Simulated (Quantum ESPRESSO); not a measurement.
# How cutoff, mesh and threshold together moves the magnetism of MnPt, part 2 of 2

Aim: see how far moments and order energies of MnPt move with cutoff, mesh and threshold together, and what each rung costs.

Quantum ESPRESSO 7.5; PBEsol; plane waves with GBRV 1.5 PBEsol potentials, no spin-orbit coupling (settings of the first rung).

So far, largest spin moment in the atom's sphere (μB): step 2 (rung 1, start ferro +) 3.74; step 3 (rung 1, start antiferro q=(1/2,1/2,0) +-) 3.77; step 4 (rung 2, start ferro +) 3.69; step 5 (rung 2, start antiferro q=(1/2,1/2,0) +-) 3.69; step 6 (rung 3, start ferro +) 3.72.

### 7. Rung 3, start antiferro q=(1/2,1/2,0) +-

File pw.in:

```
&CONTROL
  calculation = 'scf'
  prefix = 'pwscf'
  outdir = './tmp'
  pseudo_dir = './pseudo'
  disk_io = 'nowf'
/
&SYSTEM
  ibrav = 0
  nat = 4
  ntyp = 3
  ecutwfc = 40
  ecutrho = 280
  nbnd = 41
  occupations = 'smearing'
  smearing = 'fd'
  degauss = 0.00734986
  nspin = 2
  starting_magnetization(1) = 0.2333
  starting_magnetization(2) = -0.2333
  starting_magnetization(3) = 0
/
&ELECTRONS
  conv_thr = 8d-09
  electron_maxstep = 150
  mixing_beta = 0.3
/
ATOMIC_SPECIES
Mn1    54.9380 mn_pbesol_v1.5.uspp.F.UPF
Mn2    54.9380 mn_pbesol_v1.5.uspp.F.UPF
Pt    195.0840 pt_pbesol_v1.4.uspp.F.UPF
CELL_PARAMETERS angstrom
   5.6600000000    0.0000000000    0.0000000000
   2.8300000000    2.8300000000    0.0000000000
   0.0000000000    0.0000000000    3.6600000000
ATOMIC_POSITIONS crystal
Mn1     0.0000000000    0.0000000000    0.0000000000
Mn2     0.5000000000    0.0000000000    0.0000000000
Pt      0.0000000000    0.5000000000    0.5000000000
Pt      0.5000000000    0.5000000000    0.5000000000
K_POINTS automatic
5 10 10 0 0 0
```

Started as:

```console
$ OMP_NUM_THREADS=1 mpirun -n 2 pw.x -nk 2 -in pw.in > pw.out
```

Log:

```text
     [... lines left out ...]
Program PWSCF v.7.5 starts
     [... lines left out ...]
     number of atoms/cell      =            4
     [... lines left out ...]
     number of electrons       =        62.00
     number of Kohn-Sham states=           41
     kinetic-energy cutoff     =      40.0000  Ry
     charge density cutoff     =     280.0000  Ry
     scf convergence threshold =      8.0E-09
     [... lines left out ...]
     16 Sym. Ops., with inversion, found
     [... lines left out ...]
     number of k points=    72  Fermi-Dirac smearing, width (Ry)=  0.0073
     [... lines left out ...]
     iteration # 15     ecut=    40.00 Ry     beta= 0.30
     [... lines left out ...]
     Magnetic moment per site  (integrated on atomic sphere of radius R)
     atom   1 (R=0.198)  charge= 13.5951  magn=  3.6925
     atom   2 (R=0.198)  charge= 13.5951  magn= -3.6925
     atom   3 (R=0.198)  charge= 13.8836  magn= -0.0000
     atom   4 (R=0.198)  charge= 13.8836  magn=  0.0000
     [... lines left out ...]
     the Fermi energy is    19.2078 ev
!    total energy              =    -843.38523110 Ry
     estimated scf accuracy    <          5.5E-10 Ry
     smearing contrib. (-TS)   =      -0.00200489 Ry
     [... lines left out ...]
     total magnetization       =    -0.00 Bohr mag/cell
     absolute magnetization    =     7.84 Bohr mag/cell
     convergence has been achieved in  15 iterations
```

It took 1.7 min on 2 MPI ranks of Arm Neoverse V2, shared host; peak memory 0.39 GiB.

Numbers from this step:

```yaml
magnetization: 0 μB
final_state: antiferromagnetic
largest_moment: 3.692 μB
```

### 8. Rung 4, start ferro +

File pw.in:

```
&CONTROL
  calculation = 'scf'
  prefix = 'pwscf'
  outdir = './tmp'
  pseudo_dir = './pseudo'
  disk_io = 'nowf'
/
&SYSTEM
  ibrav = 0
  nat = 2
  ntyp = 2
  ecutwfc = 52
  ecutrho = 364
  nbnd = 24
  occupations = 'smearing'
  smearing = 'fd'
  degauss = 0.00734986
  nspin = 2
  starting_magnetization(1) = 0.2333
  starting_magnetization(2) = 0
/
&ELECTRONS
  conv_thr = 2d-10
  electron_maxstep = 150
  mixing_beta = 0.3
/
ATOMIC_SPECIES
Mn     54.9380 mn_pbesol_v1.5.uspp.F.UPF
Pt    195.0840 pt_pbesol_v1.4.uspp.F.UPF
CELL_PARAMETERS angstrom
   2.8300000000    0.0000000000    0.0000000000
   0.0000000000    2.8300000000    0.0000000000
   0.0000000000    0.0000000000    3.6600000000
ATOMIC_POSITIONS crystal
Mn      0.0000000000    0.0000000000    0.0000000000
Pt      0.5000000000    0.5000000000    0.5000000000
K_POINTS automatic
12 12 12 0 0 0
```

Log:

```text
     [... lines left out ...]
Program PWSCF v.7.5 starts
     [... lines left out ...]
     number of atoms/cell      =            2
     [... lines left out ...]
     number of electrons       =        31.00
     number of Kohn-Sham states=           24
     kinetic-energy cutoff     =      52.0000  Ry
     charge density cutoff     =     364.0000  Ry
     scf convergence threshold =      2.0E-10
     [... lines left out ...]
     16 Sym. Ops., with inversion, found
     [... lines left out ...]
     number of k points=   196  Fermi-Dirac smearing, width (Ry)=  0.0073
     [... lines left out ...]
     iteration # 15     ecut=    52.00 Ry     beta= 0.30
     [... lines left out ...]
     Magnetic moment per site  (integrated on atomic sphere of radius R)
     atom   1 (R=0.395)  charge= 13.6080  magn=  3.7195
     atom   2 (R=0.395)  charge= 13.8852  magn=  0.3648
     [... lines left out ...]
     the Fermi energy is    18.7878 ev
!    total energy              =    -421.66980639 Ry
     estimated scf accuracy    <          7.5E-11 Ry
     smearing contrib. (-TS)   =      -0.00338001 Ry
     [... lines left out ...]
     total magnetization       =     4.18 Bohr mag/cell
     absolute magnetization    =     4.26 Bohr mag/cell
     convergence has been achieved in  15 iterations
```

Run time: 72 s. Hardware: 2 MPI ranks; peak memory 0.38 GiB; 2.4 min of CPU time.

Numbers from this step:

- magnetization: 4.18 μB
- final state: ferromagnetic
- largest moment: 3.720 μB

### 9. Rung 4, start antiferro q=(1/2,1/2,0) +-

File pw.in:

```
&CONTROL
  calculation = 'scf'
  prefix = 'pwscf'
  outdir = './tmp'
  pseudo_dir = './pseudo'
  disk_io = 'nowf'
/
&SYSTEM
  ibrav = 0
  nat = 4
  ntyp = 3
  ecutwfc = 52
  ecutrho = 364
  nbnd = 41
  occupations = 'smearing'
  smearing = 'fd'
  degauss = 0.00734986
  nspin = 2
  starting_magnetization(1) = 0.2333
  starting_magnetization(2) = -0.2333
  starting_magnetization(3) = 0
/
&ELECTRONS
  conv_thr = 4d-10
  electron_maxstep = 150
  mixing_beta = 0.3
/
ATOMIC_SPECIES
Mn1    54.9380 mn_pbesol_v1.5.uspp.F.UPF
Mn2    54.9380 mn_pbesol_v1.5.uspp.F.UPF
Pt    195.0840 pt_pbesol_v1.4.uspp.F.UPF
CELL_PARAMETERS angstrom
   5.6600000000    0.0000000000    0.0000000000
   2.8300000000    2.8300000000    0.0000000000
   0.0000000000    0.0000000000    3.6600000000
ATOMIC_POSITIONS crystal
Mn1     0.0000000000    0.0000000000    0.0000000000
Mn2     0.5000000000    0.0000000000    0.0000000000
Pt      0.0000000000    0.5000000000    0.5000000000
Pt      0.5000000000    0.5000000000    0.5000000000
K_POINTS automatic
6 12 12 0 0 0
```

Log:

```text
     [... lines left out ...]
Program PWSCF v.7.5 starts
     [... lines left out ...]
     number of atoms/cell      =            4
     [... lines left out ...]
     number of electrons       =        62.00
     number of Kohn-Sham states=           41
     kinetic-energy cutoff     =      52.0000  Ry
     charge density cutoff     =     364.0000  Ry
     scf convergence threshold =      4.0E-10
     [... lines left out ...]
     16 Sym. Ops., with inversion, found
     [... lines left out ...]
     number of k points=   112  Fermi-Dirac smearing, width (Ry)=  0.0073
     [... lines left out ...]
     iteration # 16     ecut=    52.00 Ry     beta= 0.30
     [... lines left out ...]
     Magnetic moment per site  (integrated on atomic sphere of radius R)
     atom   1 (R=0.198)  charge= 13.5946  magn=  3.6950
     atom   2 (R=0.198)  charge= 13.5946  magn= -3.6950
     atom   3 (R=0.198)  charge= 13.8848  magn= -0.0000
     atom   4 (R=0.198)  charge= 13.8848  magn=  0.0000
     [... lines left out ...]
     the Fermi energy is    19.1823 ev
!    total energy              =    -843.38930630 Ry
     estimated scf accuracy    <          2.9E-11 Ry
     smearing contrib. (-TS)   =      -0.00170398 Ry
     [... lines left out ...]
     total magnetization       =     0.00 Bohr mag/cell
     absolute magnetization    =     7.84 Bohr mag/cell
     convergence has been achieved in  16 iterations
```

Run time: 4.4 min. Hardware: 2 MPI ranks; peak memory 0.66 GiB.

Numbers from this step:

```
magnetization  : 0 μB
final state    : antiferromagnetic
largest moment : 3.695 μB
```

### 10. What a mistake does

One input was spoiled on purpose, to see how the program answers.

File pw.in:

```
&CONTROL
  calculation = 'scf'
  prefix = 'pwscf'
  outdir = './tmp'
  pseudo_dir = './pseudo'
  disk_io = 'nowf'
/
&SYSTEM
  ibrav = 0
  nat = 2
  ntyp = 2
  ecutwfc = 40
  ecutrho = 280
  nbnd = 24
  occupations = 'smearing'
  smearing = 'fd'
  degauss = 0.00734986
  starting_magnetization(1) = 0.2333
  starting_magnetization(2) = 0
/
&ELECTRONS
  conv_thr = 4d-09
  electron_maxstep = 100
  mixing_beta = 0.3
/
ATOMIC_SPECIES
Mn     54.9380 mn_pbesol_v1.5.uspp.F.UPF
Pt    195.0840 pt_pbesol_v1.4.uspp.F.UPF
CELL_PARAMETERS angstrom
   2.8300000000    0.0000000000    0.0000000000
   0.0000000000    2.8300000000    0.0000000000
   0.0000000000    0.0000000000    3.6600000000
ATOMIC_POSITIONS crystal
Mn      0.0000000000    0.0000000000    0.0000000000
Pt      0.5000000000    0.5000000000    0.5000000000
K_POINTS automatic
12 12 12 0 0 0
```

Log:

```text
[banner, memory and clock lines left out]
Program PWSCF v.7.5 starts

     Message from routine setup:
     using ibrav=0 with symmetry is DISCOURAGED, use correct ibrav instead

     bravais-lattice index     =            0
     lattice parameter (alat)  =       5.3479  a.u.
     unit-cell volume          =     197.8111 (a.u.)^3
     number of atoms/cell      =            2
     number of atomic types    =            2
     number of electrons       =        31.00
     number of Kohn-Sham states=           24
     kinetic-energy cutoff     =      40.0000  Ry
     charge density cutoff     =     280.0000  Ry
     scf convergence threshold =      4.0E-09
     mixing beta               =       0.3000
     number of iterations used =            8  plain     mixing
     Exchange-correlation= SLA  PW   PSX  PSC
                           (   1   4  10   8   0   0   0)

     [... lines left out ...]
     PseudoPot. # 1 for Mn read from file:
     mn_pbesol_v1.5.uspp.F.UPF
     Pseudo is Ultrasoft + core correction, Zval = 15.0

     PseudoPot. # 2 for Pt read from file:
     pt_pbesol_v1.4.uspp.F.UPF
     Pseudo is Ultrasoft + core correction, Zval = 16.0

     atomic species   valence    mass     pseudopotential
     Mn               15.00    54.93800     Mn( 1.00)
     Pt               16.00   195.08400     Pt( 1.00)

     16 Sym. Ops., with inversion, found

   Cartesian axes

     site n.     atom                  positions (alat units)
         1        Mn     tau(   1) = (   0.0000000   0.0000000   0.0000000  )
         2        Pt     tau(   2) = (   0.5000000   0.5000000   0.6466431  )

     number of k points=   196  Fermi-Dirac smearing, width (Ry)=  0.0073

     Number of k-points >= 100: set verbosity='high' to print them.

     Dense  grid:    15733 G-vectors     FFT dimensions: (  30,  30,  40)

     Smooth grid:     6759 G-vectors     FFT dimensions: (  24,  24,  27)

     Check: negative core charge=   -0.000034

     Initial potential from superposition of free atoms

     starting charge      29.9999, renormalised to      31.0000

     negative rho (up, down):  1.837E-01 0.000E+00
     Starting wfcs are   25 randomized atomic wfcs

     Self-consistent Calculation

     iteration #  1     ecut=    40.00 Ry     beta= 0.30
     Davidson diagonalization with overlap
     ethr =  1.00E-02,  avg # of iterations =  4.3

     negative rho (up, down):  1.735E-01 0.000E+00

     total energy              =    -421.21885579 Ry
     estimated scf accuracy    <       2.69061044 Ry

     [... further iterations left out ...]

     iteration # 12     ecut=    40.00 Ry     beta= 0.30
     Davidson diagonalization with overlap
     ethr =  1.19E-10,  avg # of iterations =  1.0

     negative rho (up, down):  1.682E-01 0.000E+00

     End of self-consistent calculation

     Number of k-points >= 100: set verbosity='high' to print the bands.

     the Fermi energy is    18.5982 ev

!    total energy              =    -421.60389947 Ry
     estimated scf accuracy    <          3.9E-09 Ry
     smearing contrib. (-TS)   =      -0.01188927 Ry
     internal energy E=F+TS    =    -421.59201020 Ry

     The total energy is F=E-TS. E is the sum of the following terms:
     one-electron contribution =    -118.66971943 Ry
     hartree contribution      =      79.99870452 Ry
     xc contribution           =     -82.68152596 Ry
     ewald contribution        =    -300.23946933 Ry

     convergence has been achieved in  12 iterations
```

It took 26 s on 2 MPI ranks; peak memory 0.22 GiB.

The run converged, but its input is faulty, so its numbers are not to be trusted.

The fault in the input: starting_magnetization without nspin.

### 11. The rungs together

Ladder, by row:

```csv
rung,cutoff (eV),mesh,state from the first start,state from the second start,second less first (meV a seeded atom),"moment, first (μB)","moment, second (μB)",CPU time (s)
1,299,4x4x4,ferromagnetic,antiferromagnetic,-237.5,3.739,3.771,21.02
2,408,6x6x6,ferromagnetic,antiferromagnetic,-334.9,3.692,3.694,57.14
3,544,10x10x10,ferromagnetic,antiferromagnetic,-332.5,3.724,3.692,289.6
4,707,12x12x12,ferromagnetic,antiferromagnetic,-338.1,3.72,3.695,672.9
```

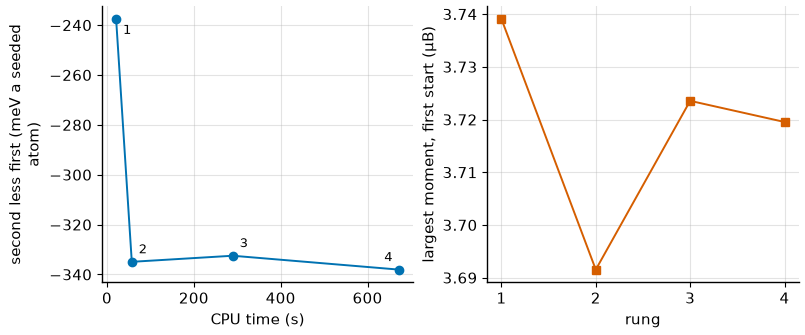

Result against cost, rungs numbered as in the table, and the moment by rung.

### 12. Results

```
range of the largest moment, first start             : 3.69 to 3.74 μB; second start 3.69 to 3.77 μB
range of CPU time                                    : 21 s to 11 min
range of the energy difference                       : -338 to -238 meV a seeded atom
first rung that agrees with the last (margins below) : 2
```

From rung 2 on the states are those of the last rung, the moments stay within 0.05 μB of it and the difference within 17 meV; rung 2 took 8.5 % of its CPU time. Energies are free energies at an electronic temperature of 1160 K, which lowers moments and differences where the moments are itinerant.

[Logs and program files are shortened in this print: banners, set-up blocks, solver, clock and traceback lines can be left out without a mark of their own.]

[Logs are printed without paths, hosts, clocks, repeated set-up lines and the standing remarks that a program may print on its own settings, such as how far it seeks lower states.]

[Hosts, paths, dates, database ids (printed as entryN), source tags and the programs' standing remarks are cut or masked in the printed files.]

[Where a cell is said to come from a database of computed structures, the database is the Materials Project.]
